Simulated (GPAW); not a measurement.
# Optical response of MoS3 (model structure), part 2 of 2

Aim: the dielectric function of MoS3 (model structure), and the optical constants that follow from it. The structure is a model built here, which may or may not match a known phase. It was built so: All O replaced by S and W replaced by Mo in the Pm-3m structure of WO3. The cell given below was relaxed beforehand with Ansatz.

GPAW 26.7.0; DFT, PBE, plane-wave PAW (GPAW data sets), scalar-relativistic, RPA, optical limit.

So far. Step 2 (Ground state): There are states at the Fermi level within the smearing, so the occupations stay smeared and the carriers get a Drude term.

### Step 4. Dielectric function, RPA

Local fields let the induced charge screen the field inside the cell, which as a rule lowers ε, most along directions where the density is uneven.

This step: DFT, PBE, plane-wave PAW (GPAW data sets), scalar-relativistic, RPA, optical limit (GPAW 26.7.0).

The input, df.py:

```python
from gpaw.response.df import DielectricFunction

df = DielectricFunction('full.gpw', frequencies={'type': 'nonlinear', 'domega0': 0.03, 'omega2': 8},
                        ecut=30,
                        eta=0.05,
                        nbands=36,
                        rate=0.03,
                        txt='df.txt')
for direction in ['x']:
    df.get_dielectric_function(xc='RPA', direction=direction, filename=f'df_{direction}.csv')
```

Started as:

```sh
OMP_NUM_THREADS=1 python df.py
```

The log of the run:

```text
Using integrator: PointIntegrator
NonLinearFrequencyDescriptor(from 0.000 to 78.754 eV, 518 points)
Nonperiodic BCs:  [False False False]
Using integrator: PointIntegrator
NonLinearFrequencyDescriptor(from 0.000 to 78.754 eV, 518 points)
Nonperiodic BCs:  [False False False]
Using integrator: PointIntegrator

Calculating chi0 body with:
    Ground state adapter containing:
    Number of spins: 1
    Number of kpoints: 512
    Number of irreducible kpoints: 35
    Number of completely occupied states: 13
    Number of partially occupied states: 21

    Linear response parametrization:
    q_c: [0.0, 0.0, 0.0]
    Number of frequency points: 518
    Planewave cutoff: 30.0
    Number of bands: 36
    Number of planewaves: 33
    Broadening (eta): 0.05

Integrating chi0 body.

Symmetries of q_c:
    Direct symmetries (Uq -> q): 48
    Indirect symmetries (TUq -> q): 0
In total 48 allowed symmetries.

35 groups of equivalent kpoints. 93.1640625% reduction.

Integral kind: spectral function

Calculating chi0 optical extensions with:
    Ground state adapter containing:
    Number of spins: 1
    Number of kpoints: 512
    Number of irreducible kpoints: 35
    Number of completely occupied states: 13
    Number of partially occupied states: 21

    Linear response parametrization:
    Number of frequency points: 518
    Planewave cutoff: 30.0
    Number of bands: 36
    Number of planewaves: 33
    Broadening (eta): 0.05
Integrating chi0 head and wings.

Symmetries of q_c:
    Direct symmetries (Uq -> q): 48
    Indirect symmetries (TUq -> q): 0
In total 48 allowed symmetries.

35 groups of equivalent kpoints. 93.1640625% reduction.

Integral kind: spectral function wings

Calculating drude chi0 with:
    Number of frequency points:518
    Plasma frequency decay rate: 0.03 eV

    Ground state adapter containing:
    Number of spins: 1
    Number of kpoints: 512
    Number of irreducible kpoints: 35
    Number of completely occupied states: 13
    Number of partially occupied states: 21

Symmetries of q_c:
    Direct symmetries (Uq -> q): 48
    Indirect symmetries (TUq -> q): 0
In total 48 allowed symmetries.

35 groups of equivalent kpoints. 93.1640625% reduction.

Integral kind: intraband
Plasma frequency:
[[3.+0.j 0.+0.j 0.+0.j]
 [0.+0.j 3.+0.j 0.+0.j]
 [0.+0.j 0.+0.j 3.+0.j]]
```

Run time: 11 s. Hardware: 1 thread of Arm Neoverse V2, shared host; peak memory 0.25 GiB.

Some rows of df_x.csv (energy; Re and Im without local fields; Re and Im with them):

```text
0.000000, 10073.260143, 0.000000, 10072.249650, 0.000000
0.366838, -49.045944, 15.535339, -50.035762, 15.484237
0.747880, 1.922072, 13.666910, 0.840614, 13.306203
1.143969, 32.958279, 62.023061, 33.755280, 55.948847
1.556014, -19.875598, 29.756417, -17.887000, 30.687098
1.984998, -8.920942, 3.605314, -8.989418, 3.701968
2.431988, -2.085701, 2.398210, -2.145068, 2.472613
2.898142, 1.499209, 5.719830, 1.527035, 5.821588
3.384719, 1.935694, 3.698029, 1.955118, 3.968727
3.893091, -0.062946, 3.041679, -0.396579, 3.209367
4.424758, -2.026971, 3.059601, -2.474518, 3.420613
4.981356, 0.171068, 4.195797, -0.195264, 4.480068
5.564682, 1.843071, 2.140591, 1.221349, 2.172781
6.176709, 0.433753, 2.736091, -0.257334, 2.766988
6.819608, 0.870951, 1.729797, 0.165496, 1.593110
7.495775, 1.589807, 1.792360, 0.728021, 1.610873
8.207861, 2.792578, 2.409266, 1.839159, 1.849497
8.958808, 2.020450, 3.408009, 1.092223, 2.372470
9.751884, 1.382574, 4.109719, 0.624605, 2.487679
10.590737, 0.421277, 3.018296, 0.366114, 1.758800
11.479449, -0.408554, 2.052302, -0.065449, 1.659747
12.422601, 0.950264, 2.298788, 0.298309, 0.991507
```

The Im ε, E ∥ x has structure finer than the step of the table below, so its rows give means over 1 eV, whole bins alone (the curve runs from 0.305 to 13.3 eV). Peaks (eV: height): 0.7: 23.1, 1.2: 69.2.

Sum at mesh points, not converged in k. The Im ε, E ∥ x by photon energy; means over each step:

```tsv
photon energy (eV)	Im ε, E ∥ x
1	26.4
2	7.98
3	3.68
4	5.61
5	3.44
6	2.58
7	1.23
8	1.71
9	2.38
10	2.10
11	1.77
12	1.20
```

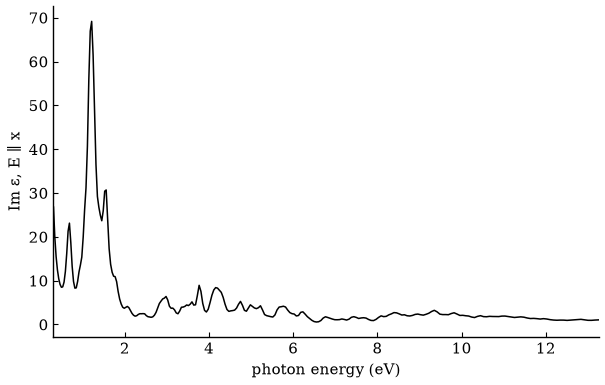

Im ε, E ∥ x against photon energy.

Values under 1 per cm are given as 1; sum at mesh points, not converged in k. Absorption coefficient, E ∥ x against photon energy:

```tsv
photon energy (eV)	absorption coefficient, E ∥ x (1/cm)
1.01	1.7e5
1.99	6.2e5
3.02	5.7e5
3.98	3.7e5
4.98	7.7e5
6.02	8.3e5
6.99	4.5e5
8.03	4.3e5
9.02	7.7e5
10.03	1.0e6
11.03	1.1e6
12.02	9.6e5
13.00	7.4e5
```

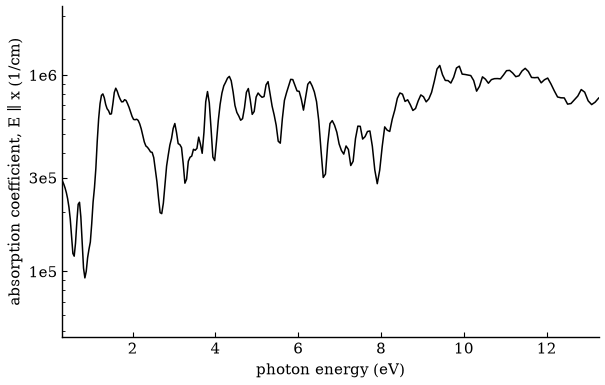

Absorption coefficient, E ∥ x against photon energy.

The Im ε, E ∥ x has structure finer than the step of the table below, so its rows give means over 1 eV, whole bins alone (the curve runs from 0.305 to 13.3 eV). Peaks (eV: height): without local fields 0.7: 23.8, 1.2: 71.7; with local fields 0.7: 23.1, 1.2: 69.2.

Sum at mesh points, not converged in k. Im ε, E ∥ x against photon energy; means over each step:

```tsv
photon energy (eV)	without local fields	with local fields
1	27.6	26.4
2	7.69	7.98
3	3.56	3.68
4	5.37	5.61
5	3.18	3.44
6	2.46	2.58
7	1.34	1.23
8	2.11	1.71
9	3.21	2.38
10	3.40	2.10
11	2.86	1.77
12	1.94	1.20
```

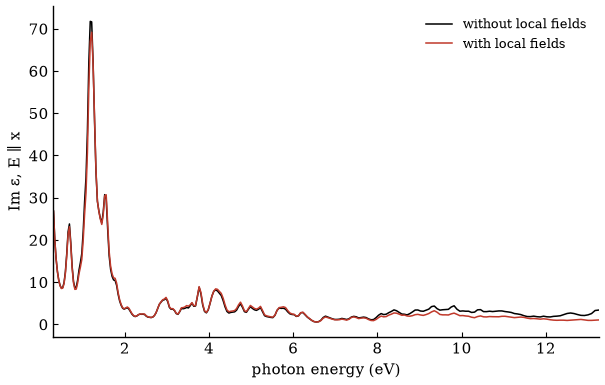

Im ε, E ∥ x, plotted against photon energy.

The loss function −Im 1/ε at q → 0, E ∥ x has structure finer than the step of the table below, so its rows give means over 1 eV, whole bins alone (the curve runs from 0.305 to 13.3 eV). Peaks (eV: height): 2.6: 0.610, 3.2: 0.374, 5.5: 0.559, 6.5: 1.60, 7.0: 0.835, 7.8: 0.596, 12.3: 0.986.

Sum at mesh points, not converged in k. Table of loss function −Im 1/ε at q → 0, E ∥ x by energy loss; means over each step:

```tsv
energy loss (eV)	loss function −Im 1/ε at q → 0, E ∥ x
1	0.0349
2	0.0753
3	0.264
4	0.164
5	0.291
6	0.354
7	0.696
8	0.369
9	0.353
10	0.474
11	0.557
12	0.831
```

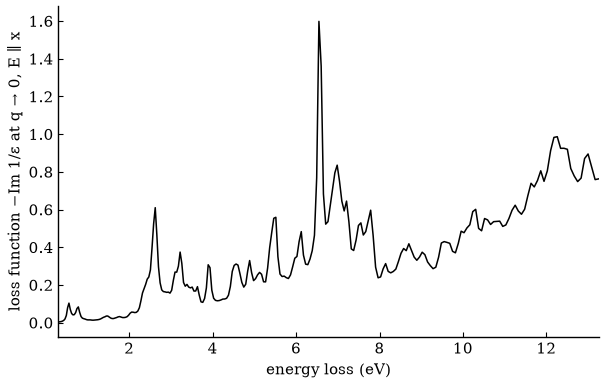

Loss function −Im 1/ε at q → 0, E ∥ x against energy loss.

The reflectivity at normal incidence, E ∥ x has structure finer than the step of the table below, so its rows give means over 0.5 eV, whole bins alone (the curve runs from 0.305 to 13.3 eV). Peaks (eV: height): 0.68: 53.9, 1.31: 74.9, 1.91: 82.6, 3.81: 42.1, 4.38: 50.2, 5.27: 44.0, 6.44: 48.2.

Sum at mesh points, not converged in k. The reflectivity at normal incidence, E ∥ x by photon energy; means over each step:

```tsv
photon energy (eV)	reflectivity at normal incidence, E ∥ x (%)
1.0	52.6
1.5	72.8
2.0	77.9
2.5	39.3
3.0	27.6
3.5	22.0
4.0	31.7
4.5	36.3
5.0	32.3
5.5	26.6
6.0	32.5
6.5	29.7
7.0	10.9
7.5	8.44
8.0	7.41
8.5	13.6
9.0	12.9
9.5	18.3
10.0	19.3
10.5	15.4
11.0	16.9
11.5	17.9
12.0	16.1
12.5	9.95
13.0	9.10
```

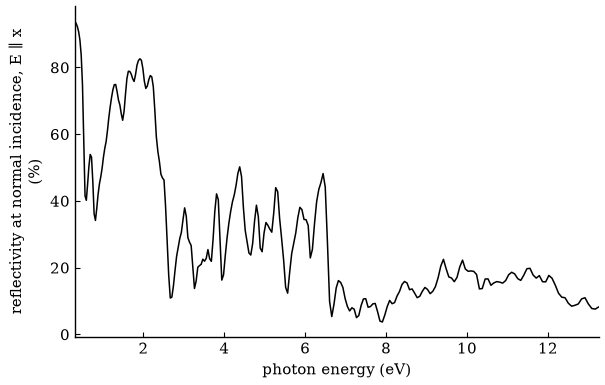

Reflectivity at normal incidence, E ∥ x, plotted against photon energy.

From ε follow the optical constants at some laser and lamp lines:

```tsv
wavelength (nm)	n	k	R (%)	1/α
1550	3.09	1.461	34.9	85 nm
1064	6.82	4.626	67.0	18 nm
800	3.03	5.070	71.1	13 nm
532	0.64	1.833	57.8	23 nm
365	1.81	1.112	20.7	26 nm
308	2.23	1.136	23.9	22 nm
248	1.40	1.552	31.6	13 nm
```

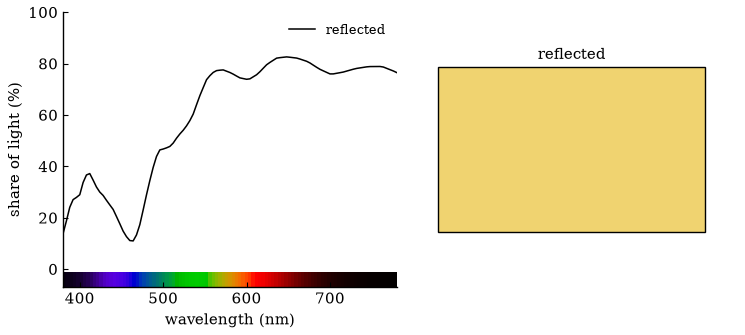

Light reflected across the visible range, with the colour that it makes of daylight (sRGB).

In reflection the computed colour is yellow: x = 0.405, y = 0.433, luminous reflectivity 66 %.

### Step 5. What came out

At this level (PBE, RPA) MoS3 is a metal. The mesh is too coarse to trust the carriers' weight, the reflectivity or the colour to better than tens of per cent. In reflection the computed colour is yellow: x = 0.405, y = 0.433, luminous reflectivity 66 %. The carriers' damping of 0.03 eV is typed, not computed; it shapes the response at the lowest energies. The run has no spin polarisation; magnetic order or correlation, untested here, could change the spectrum. The curves end at 13 eV, about where the summed bands run out. In this version of GPAW the matrix elements of the optical limit are incomplete, which can lower ε − 1 by up to a tenth where first-row anions or d states rule, and shift it by more in d metals. GPAW's carrier term has the form −ωp²/(ω + i·rate)², which damps like twice the rate and fails at low energy, so the curves leave the lowest energies out. The sum runs over mesh points 0.17 Å⁻¹ apart with no interpolation, so peaks are partly noise of the mesh, and the Drude plasma energy, a sum over the Fermi surface, isn't converged.

[Machine, clock and banner lines and Python warnings are left out of the logs.]

[Logs are printed without paths, hosts, clocks, repeated set-up lines and the standing remarks that a program may print on its own settings, such as how far it seeks lower states.]

[Hosts, paths, dates, database ids (printed as entryN), source tags and the programs' standing remarks are cut or masked in the printed files.]
